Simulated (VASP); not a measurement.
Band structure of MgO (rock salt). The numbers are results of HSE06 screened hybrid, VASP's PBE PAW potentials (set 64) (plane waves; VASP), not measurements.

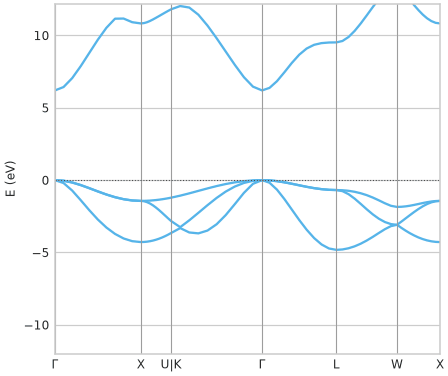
Bands along high-symmetry lines, zero at the valence-band maximum or, without a gap, the Fermi level

Question: Read the plot: is there a gap, and where are the band edges?

Answer: The gap is direct, 6.20 eV, from the valence maximum at Γ to the conduction minimum at Γ.

Measured: gap 8.36 eV (computed value off by -2.16 eV), as given by Wei Chen et al., Physical Review Materials (2018), doi:10.1103/physrevmaterials.2.073803 [zero-point renormalisation of 0.53 eV added back (the table's ZPR column)].

The compound is MgO in the rock salt structure. It was relaxed first. The cell's shape comes from a PBE relaxation.
